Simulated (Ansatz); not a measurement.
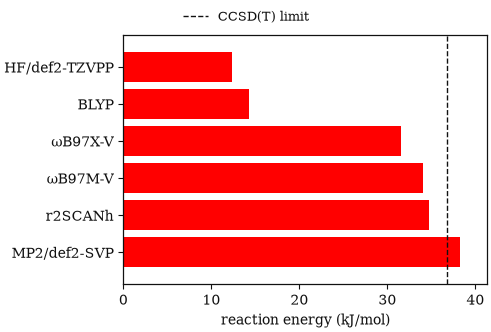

Electronic reaction energy of AlBH₃SOF ([OH][AlH][S]BF) + NH₃ (N) → AlNH₄O ([NH2][AlH][OH]) + BH₂SF (FBS) (SMILES in brackets) at several levels (functionals in def2-TZVPP unless a basis is named), isolated molecules at PBE0-D4 triple-zeta geometries, minima by their frequencies, no zero-point or thermal terms, the Ansatz code 0.2.0. The line is frozen-core CCSD(T) at the basis limit (MP2 extrapolated from triple and quadruple zeta, plus CCSD(T) less MP2 in a smaller set). No dispersion term is added to BLYP and r2SCANh. The distance of MP2/def2-SVP to the limit includes basis error.

Q: What range do the values span, the line included?

A: From 12.3 kJ/mol (HF/def2-TZVPP) to 38.3 kJ/mol (MP2/def2-SVP).

Q: Which level comes closest to the line (CCSD(T) limit), and which misses most?

A: Closest MP2/def2-SVP (38.3 kJ/mol), against 36.8 kJ/mol; farthest HF/def2-TZVPP (12.3 kJ/mol).

Note: one conformer of each flexible molecule.
